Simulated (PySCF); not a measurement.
**SO2 (sulfur dioxide): wB97X-V/STO-6G**

Aim: the vertical singlet–triplet gap of SO2 (sulfur dioxide) at wB97X-V/STO-6G, from 2 runs. The job is set up through a Python script.

The calculation is run with PySCF 2.14.0.

20 further runs of the same task are left out: 9 that didn't finish, 11 set aside as unsound or not needed.

### 1 The structure to begin with

SO2 has 3 atoms, charge 0, and is taken as a singlet. SMILES: `O=S=O`. The coordinates come from a GFN2-xTB relaxation.

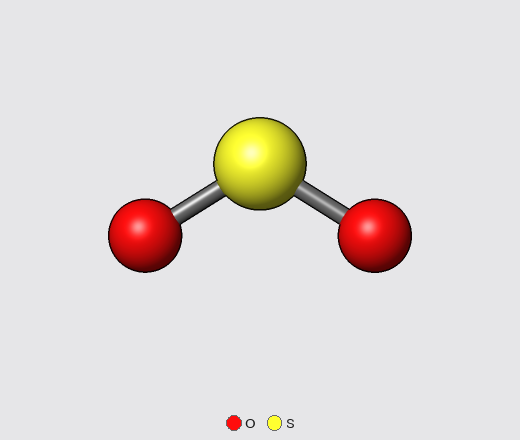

The structure, seen from a chosen angle (oxygen red, sulfur yellow).

### 2 The energy at wB97X-V/STO-6G

Input file input.xyz:

```xyz
3
O2S
O     -0.970250     0.629650    -0.459050
S      0.280030     0.371410     0.194090
O      0.690220    -1.001060     0.264960
```

Input file calc.py:

```python
from pyscf import gto, dft

mol = gto.M(
    atom='input.xyz',
    max_memory=1860,
    basis='sto-6g',
    verbose=3,
    charge=0,
)

ks = dft.RKS(mol, xc='wb97x-v')
ks.nlcgrids.level = 1
ks.conv_tol = 1e-10
ks.grids.level = 5
ks.kernel()
if not ks.converged:
    ks = ks.newton().run(ks.mo_coeff, ks.mo_occ)

energy = ks.e_tot
print('E(%s) = %.9f' % ('WB97X-V', energy))
```

Run with:

```console
$ OMP_NUM_THREADS=1 python calc.py
```

The program printed:

```text
converged SCF energy = -546.286680591723
E(WB97X-V) = -546.286680592
```

It took 14 s on 1 thread of Arm Neoverse V1, shared host; peak memory 0.19 GiB.

### 3 The triplet, same level

Input file run.py:

```python
from pyscf import gto, dft

mol = gto.M(
    atom='O -0.970250 0.629650 -0.459050; S 0.280030 0.371410 0.194090; O 0.690220 -1.001060 0.264960',
    verbose=3,
    max_memory=1860,
    charge=0,
    spin=2,
    basis='sto-6g',
)

ks = dft.UKS(mol)
ks.xc = 'wb97x-v'
ks.grids.level = 5
ks.nlcgrids.level = 1
ks.conv_tol = 1e-10
ks.kernel()
if not ks.converged:
    ks = ks.newton().run(ks.mo_coeff, ks.mo_occ)

etot = ks.e_tot
print(f'total energy: {etot:.8f} hartree')
```

Run with:

```console
$ OMP_NUM_THREADS=1 python run.py
```

The program printed:

```text
WARN: HOMO -0.102775487132853 >= LUMO -0.299240240860132

converged SCF energy = -546.222414113703  <S^2> = 2.0118679  2S+1 = 3.0079015
total energy: -546.22241411 hartree
```

Wall time 36 s (1 thread of Arm Neoverse V1, shared host); peak memory 0.2 GiB.

### 4 What came out

At wB97X-V/STO-6G:

```
                                        quantity          value
                           singlet: total energy  -546.28668 Eh
                          singlet: dipole moment         1.58 D
                            singlet: HOMO energy       -6.31 eV
                            singlet: LUMO energy        3.31 eV
                          singlet: HOMO–LUMO gap        9.63 eV
                           triplet: total energy  -546.22241 Eh
                          triplet: dipole moment         1.20 D
     triplet: HOMO energy (highest over α and β)       -4.59 eV
      triplet: LUMO energy (lowest over α and β)        1.53 eV
                                   triplet: ⟨S²⟩          2.012
vertical energy of the triplet above the singlet       1.749 eV
```

What this shows: At this shape the triplet lies 1.75 eV (169 kJ/mol) above the singlet. In a minimal basis such a difference can be off by several eV, whatever the method. Mulliken charges (singlet) run from -0.40 on O1 to +0.80 on S2.
